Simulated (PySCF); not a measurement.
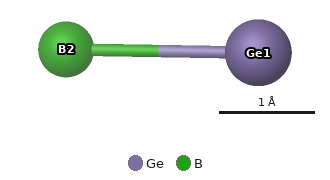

The input geometry (ball-and-stick view, seen at a tilt; atoms are numbered from 1 in the order of the input). Sticks mark near contacts. Bond lengths as drawn: B–Ge 2.08 Å.

# GeB (charge +2): geometry relaxation (part 1 of 3)

GeB, charge +2, multiplicity 4, computed with UHF/x2c-svpall, optimize (PySCF 2.14.0).

Figures and captions count atoms from 1; the log counts them from 0 in places.

## The program's output
```
PySCF version 2.14.0

[INPUT] verbose = 4
[INPUT] num. atoms = 2
[INPUT] num. electrons = 35
[INPUT] charge = 2
[INPUT] spin (= nelec alpha-beta = 2S) = 3
[INPUT] symmetry True subgroup None
[INPUT] Mole.unit = angstrom
[INPUT] Symbol           X                Y                Z      unit          X                Y                Z       unit  Magmom
[INPUT]  1 Ge     0.000000000000   0.000000000000   0.000000000000 AA    0.000000000000   0.000000000000   0.000000000000 Bohr   0.0
[INPUT]  2 B      0.000000000000   0.000000000000   2.075000000000 AA    0.000000000000   0.000000000000   3.921181708473 Bohr   0.0

nuclear repulsion = 40.8040259022651
point group symmetry = Coov
symmetry origin: [0.         0.         0.52988942]
symmetry axis x: [1. 0. 0.]
symmetry axis y: [0. 1. 0.]
symmetry axis z: [0. 0. 1.]
num. orbitals of irrep A1 = 18
num. orbitals of irrep E1x = 10
num. orbitals of irrep E1y = 10
num. orbitals of irrep E2x = 4
num. orbitals of irrep E2y = 4
number of shells = 6
number of NR pGTOs = 98
number of NR cGTOs = 46
basis = x2c-svpall
ecp = {}

******** <class 'pyscf.x2c.sfx2c1e.sfX2C1eSymAdaptedUHF'> ********
method = sfX2C1eSymAdaptedUHF
initial guess = minao
damping factor = 0
level_shift factor = 0
DIIS = <class 'pyscf.scf.diis.CDIIS'>
diis_start_cycle = 1
diis_space = 8
diis_damp = 0
SCF conv_tol = 1e-09
SCF conv_tol_grad = None
SCF max_cycles = 50
direct_scf = True
direct_scf_tol = 1e-13
number electrons alpha = 19  beta = 16

******** <class 'pyscf.x2c.sfx2c1e.SpinFreeX2CHelper'> ********
approx = 1e
xuncontract = 1
Freeze 0 electrons in irreps []
    35 free electrons in irreps A1 E1x E1y E2x E2y
Set gradient conv threshold to 3.16228e-05
init E= -2121.05472233553
alpha HOMO (E1x) = -0.0998781175559951  LUMO (A1) = -0.0750438516642649
beta  HOMO (A1) = -0.731253089630914  LUMO (A1) = -0.387715928030336

WARN: HOMO -0.0998781175559951 >= LUMO -0.387715928030336

WARN: alpha-A1 HOMO -0.387715928030336 > system LUMO -0.387715928030336

WARN: alpha-E1x HOMO -0.0998781175559951 > system LUMO -0.387715928030336

WARN: alpha-E1y HOMO -0.0998781175559951 > system LUMO -0.387715928030336

WARN: beta-A1 LUMO -0.387715928030336 < system HOMO -0.0998781175559951

WARN: beta-E1x LUMO -0.0998781175559951 < system HOMO -0.0998781175559951

WARN: beta-E1y LUMO -0.0998781175559951 < system HOMO -0.0998781175559951

cycle= 1 E= -2120.18302201311  delta_E= 0.872  |g|= 0.339  |ddm|= 1.33
alpha HOMO (E1x) = -0.890399691649622  LUMO (A1) = -0.68669980543534
beta  HOMO (A1) = -1.21991882724718  LUMO (A1) = -0.714124280856259
  HOMO = -0.89039969165  LUMO = -0.714124280856  gap/eV = 4.79670
cycle= 2 E= -2120.30679663404  delta_E= -0.124  |g|= 0.145  |ddm|= 0.77
alpha HOMO (E1x) = -0.848330799682808  LUMO (A1) = -0.598615271192733
beta  HOMO (A1) = -1.13167848275915  LUMO (A1) = -0.640178240356686
  HOMO = -0.848330799683  LUMO = -0.640178240357  gap/eV = 5.66412
cycle= 3 E= -2120.31986462417  delta_E= -0.0131  |g|= 0.0447  |ddm|= 0.19
alpha HOMO (E1x) = -0.840998678477616  LUMO (A1) = -0.576539782287129
beta  HOMO (A1) = -1.11371443516212  LUMO (A1) = -0.607598849144817
  HOMO = -0.840998678478  LUMO = -0.607598849145  gap/eV = 6.35113
cycle= 4 E= -2120.32577043994  delta_E= -0.00591  |g|= 0.0311  |ddm|= 0.13
alpha HOMO (E1x) = -0.842386361086793  LUMO (A1) = -0.569553062835353
beta  HOMO (A1) = -1.11958027122523  LUMO (A1) = -0.602617622134268
  HOMO = -0.842386361087  LUMO = -0.602617622134  gap/eV = 6.52444
cycle= 5 E= -2120.32971319459  delta_E= -0.00394  |g|= 0.0259  |ddm|= 0.113
alpha HOMO (E1x) = -0.845453963714842  LUMO (A1) = -0.567136203618396
beta  HOMO (A1) = -1.12264525739404  LUMO (A1) = -0.597263273733878
  HOMO = -0.845453963715  LUMO = -0.597263273734  gap/eV = 6.75361
cycle= 6 E= -2120.33331394778  delta_E= -0.0036  |g|= 0.0241  |ddm|= 0.114
alpha HOMO (E1x) = -0.847400888994427  LUMO (A1) = -0.561041103329086
beta  HOMO (A1) = -1.12506847548138  LUMO (A1) = -0.592429155731407
  HOMO = -0.847400888994  LUMO = -0.592429155731  gap/eV = 6.93813
cycle= 7 E= -2120.33699893047  delta_E= -0.00368  |g|= 0.0196  |ddm|= 0.138
alpha HOMO (E1x) = -0.855754764414562  LUMO (A1) = -0.549112764707556
beta  HOMO (A1) = -1.12962453405964  LUMO (A1) = -0.577471313607149
  HOMO = -0.855754764415  LUMO = -0.577471313607  gap/eV = 7.57248
cycle= 8 E= -2120.34239188189  delta_E= -0.00539  |g|= 0.00684  |ddm|= 0.312
alpha HOMO (E1x) = -0.853262405655752  LUMO (A1) = -0.550495581064119
beta  HOMO (A1) = -1.11925288889554  LUMO (A1) = -0.582498863075864
  HOMO = -0.853262405656  LUMO = -0.582498863076  gap/eV = 7.36785
cycle= 9 E= -2120.3425510539  delta_E= -0.000159  |g|= 0.0047  |ddm|= 0.0255
alpha HOMO (E1x) = -0.860130941346459  LUMO (A1) = -0.544199268740179
beta  HOMO (A1) = -1.12998806579186  LUMO (A1) = -0.57142416989649
  HOMO = -0.860130941346  LUMO = -0.571424169896  gap/eV = 7.85611
cycle= 10 E= -2120.34266468849  delta_E= -0.000114  |g|= 0.00404  |ddm|= 0.109
alpha HOMO (E1x) = -0.855196179081954  LUMO (A1) = -0.548542956478387
beta  HOMO (A1) = -1.12172184629723  LUMO (A1) = -0.579779126256472
  HOMO = -0.855196179082  LUMO = -0.579779126256  gap/eV = 7.49448
cycle= 11 E= -2120.34273061444  delta_E= -6.59e-05  |g|= 0.00196  |ddm|= 0.0671
alpha HOMO (E1x) = -0.856473204733076  LUMO (A1) = -0.547567426292155
beta  HOMO (A1) = -1.12349124635884  LUMO (A1) = -0.577902792775539
  HOMO = -0.856473204733  LUMO = -0.577902792776  gap/eV = 7.58029
cycle= 12 E= -2120.34275679031  delta_E= -2.62e-05  |g|= 0.000596  |ddm|= 0.0181
alpha HOMO (E1x) = -0.856979158664395  LUMO (A1) = -0.54719044819688
beta  HOMO (A1) = -1.12431548961738  LUMO (A1) = -0.577187689156899
  HOMO = -0.856979158664  LUMO = -0.577187689157  gap/eV = 7.61351
cycle= 13 E= -2120.34275906855  delta_E= -2.28e-06  |g|= 7.82e-05  |ddm|= 0.00754
alpha HOMO (E1x) = -0.856905758863025  LUMO (A1) = -0.547296368418977
beta  HOMO (A1) = -1.124164383528  LUMO (A1) = -0.577367212172741
  HOMO = -0.856905758863  LUMO = -0.577367212173  gap/eV = 7.60663
cycle= 14 E= -2120.34275905445  delta_E= 1.41e-08  |g|= 8.97e-05  |ddm|= 0.00162
alpha HOMO (E1x) = -0.856972359523365  LUMO (A1) = -0.547239795005859
beta  HOMO (A1) = -1.12427951673202  LUMO (A1) = -0.577255945563251
  HOMO = -0.856972359523  LUMO = -0.577255945563  gap/eV = 7.61147
cycle= 15 E= -2120.3427591054  delta_E= -5.09e-08  |g|= 7.81e-06  |ddm|= 0.000952
alpha HOMO (E1x) = -0.856978423745406  LUMO (A1) = -0.547234320190338
beta  HOMO (A1) = -1.12428881222439  LUMO (A1) = -0.577246758656726
  HOMO = -0.856978423745  LUMO = -0.577246758657  gap/eV = 7.61189
cycle= 16 E= -2120.34275910576  delta_E= -3.65e-10  |g|= 1.11e-06  |ddm|= 8.71e-05
alpha HOMO (E1x) = -0.856978539369276  LUMO (A1) = -0.547234336480276
beta  HOMO (A1) = -1.12428850281394  LUMO (A1) = -0.577247032726523
  HOMO = -0.856978539369  LUMO = -0.577247032727  gap/eV = 7.61188
Extra cycle  E= -2120.34275910576  delta_E= -9.09e-13  |g|= 5.24e-07  |ddm|= 2.43e-06
converged SCF energy = -2120.34275910576  <S^2> = 3.7894557  2S+1 = 4.0196794
Create scanner for <class 'pyscf.grad.uhf.Gradients'>
Create scanner for <class 'pyscf.x2c.sfx2c1e.sfX2C1eSymAdaptedUHF'>
input.py

Current date and time:

#|     Arguments passed to driver run_optimizer():      |#
customengine              <pyscf.geomopt.geometric_solver.PySCFEngine object>
logIni                    [file]
maxiter                   30
----------------------------------------------------------
Custom engine selected.
Bonds will be generated from interatomic distances less than 1.20 times sum of covalent radii
6 internal coordinates being used (instead of 6 Cartesians)
Internal coordinate system (atoms numbered from 1):
Distance 1-2
Translation-X 1-2
Translation-Y 1-2
Translation-Z 1-2
Rotation-A 1-2
Rotation-B 1-2
Rotation-C 1-2
<class 'geometric.internal.Distance'> : 1
<class 'geometric.internal.TranslationX'> : 1
<class 'geometric.internal.TranslationY'> : 1
<class 'geometric.internal.TranslationZ'> : 1
<class 'geometric.internal.RotationA'> : 1
<class 'geometric.internal.RotationB'> : 1
<class 'geometric.internal.RotationC'> : 1
> ===== Optimization Info: ====
> Job type: Energy minimization
> Maximum number of optimization cycles: 30
> Initial / maximum trust radius (Angstrom): 0.100 / 0.300
> Convergence Criteria:
> Will converge when all 5 criteria are reached:
>  |Delta-E| < 1.00e-06
>  RMS-Grad  < 3.00e-04
>  Max-Grad  < 4.50e-04
>  RMS-Disp  < 1.20e-03
>  Max-Disp  < 1.80e-03
> === End Optimization Info ===

Geometry optimization cycle 1
Cartesian coordinates (Angstrom)
 Atom        New coordinates             dX        dY        dZ
  Ge   0.000000   0.000000   0.000000    0.000000  0.000000  0.000000
   B   0.000000   0.000000   2.075000    0.000000  0.000000  0.000000

WARN: Mole.unit (angstrom) is changed to Bohr

New geometry
   1 Ge     0.000000000000   0.000000000000   0.000000000000 AA    0.000000000000   0.000000000000   0.000000000000 Bohr
   2 B      0.000000000000   0.000000000000   2.075000000000 AA    0.000000000000   0.000000000000   3.921181708473 Bohr

******** <class 'pyscf.scf.hf.sfX2C1eSymAdaptedUHF_Scanner'> ********
method = sfX2C1eSymAdaptedUHF_Scanner
initial guess = minao
damping factor = 0
level_shift factor = 0
DIIS = <class 'pyscf.scf.diis.CDIIS'>
diis_start_cycle = 1
diis_space = 8
diis_damp = 0
SCF conv_tol = 1e-09
SCF conv_tol_grad = None
SCF max_cycles = 50
direct_scf = True
direct_scf_tol = 1e-13
number electrons alpha = 19  beta = 16

******** <class 'pyscf.x2c.sfx2c1e.SpinFreeX2CHelper'> ********
approx = 1e
xuncontract = 1
Freeze 0 electrons in irreps []
    35 free electrons in irreps A1 E1x E1y E2x E2y
Set gradient conv threshold to 3.16228e-05
init E= -2120.34275910576
alpha HOMO (E1x) = -0.856978494604594  LUMO (A1) = -0.547234283805363
beta  HOMO (A1) = -1.12428840042598  LUMO (A1) = -0.577247045027068
  HOMO = -0.856978494605  LUMO = -0.577247045027  gap/eV = 7.61188
cycle= 1 E= -2120.34275910576  delta_E=    0  |g|= 2.76e-07  |ddm|= 1.16e-06
alpha HOMO (E1x) = -0.856978500756769  LUMO (A1) = -0.547234284803364
beta  HOMO (A1) = -1.12428836224115  LUMO (A1) = -0.577247069444089
  HOMO = -0.856978500757  LUMO = -0.577247069444  gap/eV = 7.61188
Extra cycle  E= -2120.34275910576  delta_E=    0  |g|= 1.65e-07  |ddm|= 6.32e-07
converged SCF energy = -2120.34275910576  <S^2> = 3.7894554  2S+1 = 4.0196793

******** <class 'pyscf.grad.rhf.Gradients_Scanner'> for <class 'pyscf.scf.hf.sfX2C1eSymAdaptedUHF_Scanner'> ********
unit = Eh/Bohr
--------------- sfX2C1eSymAdaptedUHF_Scanner gradients ---------------
         x                y                z
0 Ge     0.0000000000     0.0000000000    -0.0187008431
1 B     0.0000000000     0.0000000000     0.0187008431
----------------------------------------------
cycle 1: E = -2120.34275911  dE = -2120.34  norm(grad) = 0.026447
Step    0 : Gradient = 1.870e-02/1.870e-02 (rms/max) Energy = -2120.3427591058
Hessian Eigenvalues: 5.00000e-02 5.00000e-02 5.00000e-02 ... 5.00000e-02 5.00000e-02 1.25562e-01

Geometry optimization cycle 2
Cartesian coordinates (Angstrom)
 Atom        New coordinates             dX        dY        dZ
  Ge   0.000000   0.000000   0.039407    0.000000  0.000000  0.039407
   B   0.000000   0.000000   2.035593    0.000000  0.000000 -0.039407
New geometry
   1 Ge     0.000000000000   0.000000000000   0.039406934775 AA    0.000000000000   0.000000000000   0.074468314133 Bohr
   2 B      0.000000000000   0.000000000000   2.035593065225 AA    0.000000000000   0.000000000000   3.846713394340 Bohr

******** <class 'pyscf.scf.hf.sfX2C1eSymAdaptedUHF_Scanner'> ********
method = sfX2C1eSymAdaptedUHF_Scanner
initial guess = minao
damping factor = 0
level_shift factor = 0
DIIS = <class 'pyscf.scf.diis.CDIIS'>
diis_start_cycle = 1
diis_space = 8
diis_damp = 0
SCF conv_tol = 1e-09
SCF conv_tol_grad = None
SCF max_cycles = 50
direct_scf = True
direct_scf_tol = 1e-13
number electrons alpha = 19  beta = 16

******** <class 'pyscf.x2c.sfx2c1e.SpinFreeX2CHelper'> ********
approx = 1e
xuncontract = 1
Freeze 0 electrons in irreps []
    35 free electrons in irreps A1 E1x E1y E2x E2y
Set gradient conv threshold to 3.16228e-05
init E= -2120.40352021037
alpha HOMO (E1x) = -0.861919874672167  LUMO (A1) = -0.534753969217501
beta  HOMO (A1) = -1.12361766753844  LUMO (A1) = -0.566185931643384
  HOMO = -0.861919874672  LUMO = -0.566185931643  gap/eV = 8.04733
cycle= 1 E= -2120.34460838025  delta_E= 0.0589  |g|= 0.0122  |ddm|= 0.0515
alpha HOMO (E1x) = -0.873610286997501  LUMO (A1) = -0.552679287618637
beta  HOMO (A1) = -1.13566228646996  LUMO (A1) = -0.580911572670368
  HOMO = -0.873610286998  LUMO = -0.58091157267  gap/eV = 7.96474
cycle= 2 E= -2120.34487453729  delta_E= -0.000266  |g|= 0.00622  |ddm|= 0.0295
alpha HOMO (E1x) = -0.870119721372033  LUMO (A1) = -0.549920476126049
beta  HOMO (A1) = -1.13356831655058  LUMO (A1) = -0.579279211413854
  HOMO = -0.870119721372  LUMO = -0.579279211414  gap/eV = 7.91417
cycle= 3 E= -2120.34497682851  delta_E= -0.000102  |g|= 0.00457  |ddm|= 0.0174
alpha HOMO (E1x) = -0.869381915227982  LUMO (A1) = -0.550369890129836
beta  HOMO (A1) = -1.13247222368025  LUMO (A1) = -0.578659087441803
  HOMO = -0.869381915228  LUMO = -0.578659087442  gap/eV = 7.91097
cycle= 4 E= -2120.34508732931  delta_E= -0.000111  |g|= 0.00263  |ddm|= 0.0284
alpha HOMO (E1x) = -0.868734472217135  LUMO (A1) = -0.550468519870599
beta  HOMO (A1) = -1.13302183956694  LUMO (A1) = -0.578986953876206
  HOMO = -0.868734472217  LUMO = -0.578986953876  gap/eV = 7.88443
cycle= 5 E= -2120.34512554318  delta_E= -3.82e-05  |g|= 0.00141  |ddm|= 0.0179
alpha HOMO (E1x) = -0.868373656053234  LUMO (A1) = -0.550575763126167
beta  HOMO (A1) = -1.13336814860037  LUMO (A1) = -0.579257276031902
  HOMO = -0.868373656053  LUMO = -0.579257276032  gap/eV = 7.86726
cycle= 6 E= -2120.34513605469  delta_E= -1.05e-05  |g|= 0.000679  |ddm|= 0.0103
alpha HOMO (E1x) = -0.868223564102985  LUMO (A1) = -0.550707973808266
beta  HOMO (A1) = -1.13343725005748  LUMO (A1) = -0.579425087327444
  HOMO = -0.868223564103  LUMO = -0.579425087327  gap/eV = 7.85861
cycle= 7 E= -2120.34513890839  delta_E= -2.85e-06  |g|= 0.000358  |ddm|= 0.00468
alpha HOMO (E1x) = -0.868167963557181  LUMO (A1) = -0.550823457211973
beta  HOMO (A1) = -1.13354582824294  LUMO (A1) = -0.579574132673991
  HOMO = -0.868167963557  LUMO = -0.579574132674  gap/eV = 7.85304
cycle= 8 E= -2120.34513982739  delta_E= -9.19e-07  |g|= 0.000104  |ddm|= 0.00314
alpha HOMO (E1x) = -0.868166552223096  LUMO (A1) = -0.550898154151952
beta  HOMO (A1) = -1.13352383125752  LUMO (A1) = -0.579635576238454
  HOMO = -0.868166552223  LUMO = -0.579635576238  gap/eV = 7.85133
cycle= 9 E= -2120.34513988477  delta_E= -5.74e-08  |g|= 2.39e-05  |ddm|= 0.000934
alpha HOMO (E1x) = -0.868163494257751  LUMO (A1) = -0.550907316181573
beta  HOMO (A1) = -1.13351178371503  LUMO (A1) = -0.579650960740937
  HOMO = -0.868163494258  LUMO = -0.579650960741  gap/eV = 7.85083
cycle= 10 E= -2120.34513988657  delta_E= -1.8e-09  |g|= 4.86e-06  |ddm|= 0.000157
alpha HOMO (E1x) = -0.868163739321584  LUMO (A1) = -0.550908014649628
beta  HOMO (A1) = -1.13351174977635  LUMO (A1) = -0.579652554465288
  HOMO = -0.868163739322  LUMO = -0.579652554465  gap/eV = 7.85079
cycle= 11 E= -2120.34513988662  delta_E= -4.82e-11  |g|= 1.07e-06  |ddm|= 1.77e-05
alpha HOMO (E1x) = -0.868163758072169  LUMO (A1) = -0.550907924678175
beta  HOMO (A1) = -1.13351162272878  LUMO (A1) = -0.579652776149091
  HOMO = -0.868163758072  LUMO = -0.579652776149  gap/eV = 7.85078
Extra cycle  E= -2120.34513988663  delta_E= -2.27e-12  |g|= 5.13e-07  |ddm|= 2.2e-06
converged SCF energy = -2120.34513988663  <S^2> = 3.7932649  2S+1 = 4.0215743

******** <class 'pyscf.grad.rhf.Gradients_Scanner'> for <class 'pyscf.scf.hf.sfX2C1eSymAdaptedUHF_Scanner'> ********
unit = Eh/Bohr
--------------- sfX2C1eSymAdaptedUHF_Scanner gradients ---------------
         x                y                z
0 Ge     0.0000000000     0.0000000000    -0.0121527508
1 B     0.0000000000     0.0000000000     0.0121527508
----------------------------------------------
cycle 2: E = -2120.34513989  dE = -0.00238078  norm(grad) = 0.0171866
Step    1 : Displace = 3.941e-02/3.941e-02 (rms/max) Trust = 1.000e-01 (=) Grad = 1.215e-02/1.215e-02 (rms/max) E (change) = -2120.3451398866 (-2.381e-03) Quality = 1.710
Hessian Eigenvalues: 4.39656e-02 5.00000e-02 5.00000e-02 ... 5.00000e-02 5.00000e-02 5.00000e-02

Geometry optimization cycle 3
Cartesian coordinates (Angstrom)
 Atom        New coordinates             dX        dY        dZ
  Ge   0.000000   0.000000   0.112543    0.000000  0.000000  0.073136
   B   0.000000   0.000000   1.962457    0.000000  0.000000 -0.073136
New geometry
   1 Ge     0.000000000000   0.000000000000   0.112543146287 AA    0.000000000000   0.000000000000   0.212675723679 Bohr
   2 B      0.000000000000   0.000000000000   1.962456853713 AA    0.000000000000   0.000000000000   3.708505984792 Bohr

******** <class 'pyscf.scf.hf.sfX2C1eSymAdaptedUHF_Scanner'> ********
method = sfX2C1eSymAdaptedUHF_Scanner
initial guess = minao
damping factor = 0
level_shift factor = 0
DIIS = <class 'pyscf.scf.diis.CDIIS'>
diis_start_cycle = 1
diis_space = 8
diis_damp = 0
SCF conv_tol = 1e-09
SCF conv_tol_grad = None
SCF max_cycles = 50
direct_scf = True
direct_scf_tol = 1e-13
number electrons alpha = 19  beta = 16
```
